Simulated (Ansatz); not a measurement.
Relaxed LiNbO3 (LiNbO3 type, space group R3c):

```
CELL_PARAMETERS angstrom
      2.59493     1.49819     4.67214
     -2.59493     1.49819     4.67214
      0.00000    -2.99637     4.67214
ATOMIC_POSITIONS crystal
  Li 0.70264 0.70264 0.70264
  Li 0.20264 0.20264 0.20264
  Nb 0.98381 0.98381 0.98381
  Nb 0.48381 0.48381 0.48381
  O  0.62624 0.87386 0.26316
  O  0.87386 0.26316 0.62624
  O  0.26316 0.62624 0.87386
  O  0.76316 0.37386 0.12624
  O  0.37386 0.12624 0.76316
  O  0.12624 0.76316 0.37386
```

A phonon eigenvector at Γ is frozen into this cell: atom i moves by Q times the vector below, so Q is the largest atomic displacement, in Å. The cell is held. It is one choice among 2 degenerate patterns.

| atom | x | y | z |
|---|---|---|---|
| Li1 | 0.121 | 0.528 | 0.000 |
| Li2 | 0.121 | -0.528 | 0.000 |
| Nb3 | 0.196 | -0.304 | 0.000 |
| Nb4 | 0.196 | 0.304 | 0.000 |
| O5 | -0.282 | -0.563 | 0.699 |
| O6 | -0.479 | -0.501 | -0.135 |
| O7 | -0.434 | -0.702 | -0.565 |
| O8 | -0.479 | 0.501 | 0.135 |
| O9 | -0.282 | 0.563 | -0.699 |
| O10 | -0.434 | 0.702 | 0.565 |

Level of theory: PBE (plane waves to 420 eV, PAW, scalar-relativistic; Ansatz, a program for electronic structure). k mesh 8×8×8 (Γ-centred), Fermi-Dirac smearing 0.05 eV. E stands for the smeared free energy. LiNbO3 is run without spin polarisation. LiNbO3 was relaxed with its symmetry unable to fall. The PAW data are Ansatz's earlier set. ΔE is measured from the undisplaced structure.

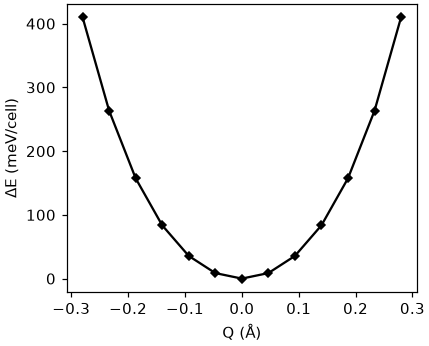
Figure. ΔE (meV/cell) against Q (Å); markers are the computed points, lines only join them.

Question: What is the energy change at Q = 0.280 Å?

Answer: About 410 meV/cell.

Question: What harmonic wavenumber does the curvature at Q = 0 give?

Answer: About 140 cm⁻¹.

(A displaced cell: forces are minus the slopes of the energy, force constants its curvatures, and phonons follow from these.)
